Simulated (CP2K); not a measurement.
# C3H9In (trimethylindium (TMIn)) at PM6

What is the vertical ionisation energy of C3H9In (trimethylindium (TMIn)) at PM6? 

Program for the calculation: CP2K 2026.2.

2 further runs of the same task are left out: 2 set aside as unsound or not needed.

## 1. The molecule

C3H9In: 13 atoms, total charge 0, spin state singlet. As SMILES, `[CH3][In]([CH3])[CH3]`. Geometry: relaxed at PBE0-D4/def2-TZVP.

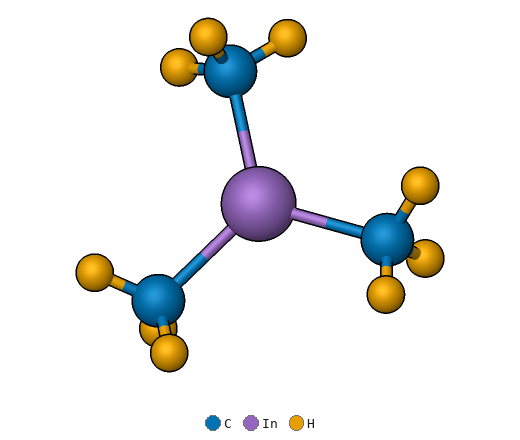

The structure, seen from a chosen angle (carbon blue, indium purple, hydrogen amber).

## 2. The energy at PM6

File molecule.pdb:

```
HETATM    1 C    MOL A   1      -0.506   1.898  -0.903  1.00  0.00           C
HETATM    2 In   MOL A   1       0.008  -0.003  -0.007  1.00  0.00          IN
HETATM    3 C    MOL A   1       1.475  -0.089   1.581  1.00  0.00           C
HETATM    4 C    MOL A   1      -0.957  -1.818  -0.683  1.00  0.00           C
HETATM    5 H    MOL A   1       0.329   2.598  -0.854  1.00  0.00           H
HETATM    6 H    MOL A   1      -1.345   2.339  -0.357  1.00  0.00           H
HETATM    7 H    MOL A   1      -0.812   1.777  -1.943  1.00  0.00           H
HETATM    8 H    MOL A   1       1.276  -0.918   2.261  1.00  0.00           H
HETATM    9 H    MOL A   1       1.501   0.842   2.149  1.00  0.00           H
HETATM   10 H    MOL A   1       2.467  -0.243   1.147  1.00  0.00           H
HETATM   11 H    MOL A   1      -1.255  -1.744  -1.730  1.00  0.00           H
HETATM   12 H    MOL A   1      -1.859  -1.991  -0.089  1.00  0.00           H
HETATM   13 H    MOL A   1      -0.304  -2.684  -0.557  1.00  0.00           H
END
```

File gas.inp:

```
&FORCE_EVAL
    METHOD QUICKSTEP
    &DFT
        CHARGE 0
        MULTIPLICITY 1
        &QS
            METHOD PM6
            EPS_DEFAULT 1.0E-10
            &SE
                &COULOMB
                    CUTOFF [angstrom] 50
                    RC_RANGE [angstrom] 0
                &END COULOMB
                &EXCHANGE
                    CUTOFF [angstrom] 50
                    RC_RANGE [angstrom] 0
                &END EXCHANGE
            &END SE
        &END QS
        &POISSON
            PERIODIC NONE
            POISSON_SOLVER ANALYTIC
        &END POISSON
        &SCF
            SCF_GUESS ATOMIC
            EPS_SCF 1.0E-06
            MAX_SCF 150
            &DIAGONALIZATION
                ALGORITHM STANDARD
            &END DIAGONALIZATION
            &MIXING
                METHOD DIRECT_P_MIXING
                ALPHA 0.4
            &END MIXING
        &END SCF
        &PRINT
            &MOMENTS
                PERIODIC F
                REFERENCE COM
                MAX_MOMENT 1
            &END MOMENTS
            &MO ON
                ENERGIES T
                OCCUPATION_NUMBERS T
                NDIGITS 6
                &EACH
                    QS_SCF 0
                &END EACH
                ADD_LAST NUMERIC
            &END MO
            &HIRSHFELD OFF
            &END HIRSHFELD
        &END PRINT
    &END DFT
    &SUBSYS
        &CELL
            ABC [angstrom] 14.3 15.3 14.2
            PERIODIC NONE
        &END CELL
        &TOPOLOGY
            COORD_FILE_NAME molecule.pdb
            COORD_FILE_FORMAT PDB
            CONN_FILE_FORMAT OFF
            &CENTER_COORDINATES
            &END CENTER_COORDINATES
        &END TOPOLOGY
    &END SUBSYS
&END FORCE_EVAL

&GLOBAL
    PROJECT_NAME gas
    RUN_TYPE ENERGY
    PRINT_LEVEL MEDIUM
&END GLOBAL
```

On the command line:

```console
$ OMP_NUM_THREADS=1 cp2k.psmp -i gas.inp > gas.out 2>&1
```

The log of the run:

```text
CP2K| version string:                                       CP2K version 2026.2
[...]
 GLOBAL| Method name                                                        CP2K
[...]
 GLOBAL| Run type                                                         ENERGY
[...]
                             - Atoms:                                         13
[...]
                             - Spherical basis functions:                     25
[...]
 Number of electrons:                                                         24
[...]
     1 P_Mix/Diag. 0.40E+00    0.0     0.81133010       -12.9080129743 -1.29E+01
[...]
    17 DIIS/Diag.  0.13E-06    0.0     0.00000026       -19.9721634625 -2.29E-12
  *** SCF run converged in    17 steps ***
  Core-core repulsion energy [eV]:                           1299.67628428560806
  Core Hamiltonian energy [eV]:                              -865.34764930713823
  Two-electron integral energy [eV]:                        -1955.59768280268622
  Electronic energy [eV]:                                   -1843.14649070848145
  Total energy [eV]:                                         -543.47020642287316
  Atomic reference energy [eV]:                               544.51461582627940
  Heat of formation [kcal/mol]:                                24.08465491155691
[...]
 SE_DIPOLE| Moment [Debye]          0.02825881      -0.00405363      -0.02569787
 SE_DIPOLE| Derivative [a.u.]       0.00000000       0.00000000       0.00000000
 ENERGY| Total FORCE_EVAL ( QS ) energy [hartree]            -19.972163462459473
[...]
```

Run time: 0.22 s. Hardware: 1 thread of Arm Neoverse V2, shared host.

## 3. The doublet cation at the same level

molecule.pdb is that of step 2.

File molecule.inp:

```
&GLOBAL
 PROJECT molecule
 RUN_TYPE ENERGY
 PRINT_LEVEL MEDIUM
&END GLOBAL

&FORCE_EVAL
 METHOD QUICKSTEP
 &DFT
  CHARGE 1
  MULTIPLICITY 2
  UKS T
  ! Quickstep
  &QS
   METHOD PM6
   EPS_DEFAULT 1.0E-10
   &SE
    &COULOMB
     CUTOFF [angstrom] 50
     RC_RANGE [angstrom] 0
    &END COULOMB
    &EXCHANGE
     CUTOFF [angstrom] 50
     RC_RANGE [angstrom] 0
    &END EXCHANGE
   &END SE
  &END QS
  &POISSON
   PERIODIC NONE
   POISSON_SOLVER ANALYTIC
  &END POISSON
  ! self-consistent field
  &SCF
   SCF_GUESS ATOMIC
   EPS_SCF 1.0E-06
   MAX_SCF 150
   &DIAGONALIZATION
    ALGORITHM STANDARD
   &END DIAGONALIZATION
   &MIXING
    METHOD DIRECT_P_MIXING
    ALPHA 0.4
   &END MIXING
  &END SCF
  ! extra output
  &PRINT
   &MOMENTS
    PERIODIC F
    REFERENCE COM
    MAX_MOMENT 1
   &END MOMENTS
   &MO ON
    ENERGIES T
    OCCUPATION_NUMBERS T
    NDIGITS 6
    &EACH
     QS_SCF 0
    &END EACH
    ADD_LAST NUMERIC
   &END MO
   &HIRSHFELD OFF
   &END HIRSHFELD
  &END PRINT
 &END DFT
 ! structure
 &SUBSYS
  &CELL
   ABC 14.3 15.3 14.2
   PERIODIC NONE
  &END CELL
  &TOPOLOGY
   COORD_FILE_NAME molecule.pdb
   COORD_FILE_FORMAT PDB
   CONN_FILE_FORMAT OFF
   &CENTER_COORDINATES
   &END CENTER_COORDINATES
  &END TOPOLOGY
 &END SUBSYS
&END FORCE_EVAL
```

On the command line:

```console
$ OMP_NUM_THREADS=1 cp2k.psmp -i molecule.inp > molecule.out 2>&1
```

The log of the run:

```text
CP2K| version string:                                       CP2K version 2026.2
[...]
 GLOBAL| Method name                                                        CP2K
[...]
 GLOBAL| Run type                                                         ENERGY
[...]
                             - Atoms:                                         13
[...]
                             - Spherical basis functions:                     25
[...]
 Number of electrons:                                                         12
[...]
     1 P_Mix/Diag. 0.40E+00    0.0     0.40144327       -12.6090856894 -1.26E+01
[...]
    43 DIIS/Diag.  0.15E-05    0.0     0.00000047       -19.6026914326 -1.07E-10
  *** SCF run converged in    43 steps ***
  Core-core repulsion energy [eV]:                           1299.67628428560806
  Core Hamiltonian energy [eV]:                              -835.99093682497016
  Two-electron integral energy [eV]:                        -1994.20341730837094
  Electronic energy [eV]:                                   -1833.09264547915564
  Total energy [eV]:                                         -533.41636119354757
  Atomic reference energy [eV]:                               544.51461582627940
  Heat of formation [kcal/mol]:                               255.93185208614065
[...]
 SE_DIPOLE| Moment [Debye]          1.13799964       2.04907120       0.73569697
 SE_DIPOLE| Derivative [a.u.]       0.00000000       0.00000000       0.00000000
 ENERGY| Total FORCE_EVAL ( QS ) energy [hartree]            -19.602691432579476
[...]
```

Wall time 0.28 s (1 thread of Arm Neoverse V2, shared host).

## 4. Results

At PM6:

```
                                          quantity           value
                      singlet C3H9In: total energy    -19.97216 Eh
                     singlet C3H9In: dipole moment          0.04 D
                       singlet C3H9In: HOMO energy       -10.67 eV
                 singlet C3H9In: heat of formation   24.1 kcal/mol
                      doublet cation: total energy    -19.60269 Eh
doublet cation: HOMO energy (highest over α and β)       -16.07 eV
                 doublet cation: heat of formation  255.9 kcal/mol
vertical ionisation energy (to the doublet cation)       10.054 eV
```

**Reading.** The vertical ionisation energy comes to 10.05 eV (232 kcal/mol).
